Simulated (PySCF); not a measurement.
```xyz
17

O     1.9358    0.6386    1.6044
C     1.7114   -0.0735    0.6681
C     0.8197    0.2605   -0.5022
C    -0.0873    1.4504   -0.1875
C    -1.2963    1.0126    0.5905
N    -1.6989   -0.1581    0.7907
C    -0.9914   -1.2843    0.2491
C    -0.0328   -0.9483   -0.8967
H     2.1883   -1.0715    0.5810
H     1.5033    0.5083   -1.3258
H     0.4596    2.1875    0.4050
H    -0.4198    1.9410   -1.1064
H    -1.8896    1.8065    1.0315
H    -0.4467   -1.7450    1.0816
H    -1.7483   -2.0032   -0.0793
H     0.5961   -1.8104   -1.1245
H    -0.6103   -0.6991   -1.7894
```

Geometry: GFN2-xTB.

The calculation used PBE0/pcSseg-1, SCF density, gas phase, non-relativistic (PySCF 2.14.0).

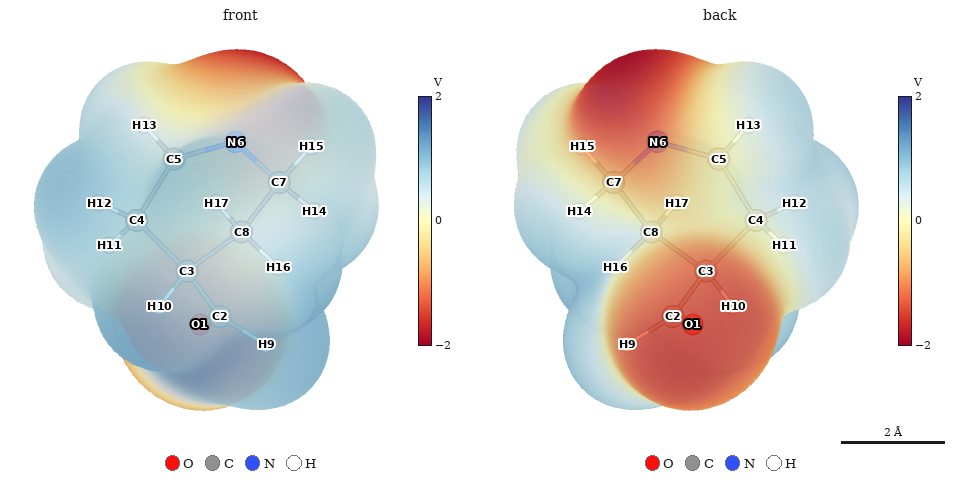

C$_{6}$H$_{9}$NO. The electrostatic potential painted on the density surface at 0.002 e/bohr³, seen from the front and from behind; red is negative and blue positive.

Describe the electrostatic potential map.

Answer. The most negative region (about −1.9 V) lies over N6, the most positive (about +1.2 V) over C2, C3 and H10. N6 is the likeliest acceptor of a hydrogen bond.

What dipole moment does the calculation give?

Answer. Its dipole moment is 3.41 D.
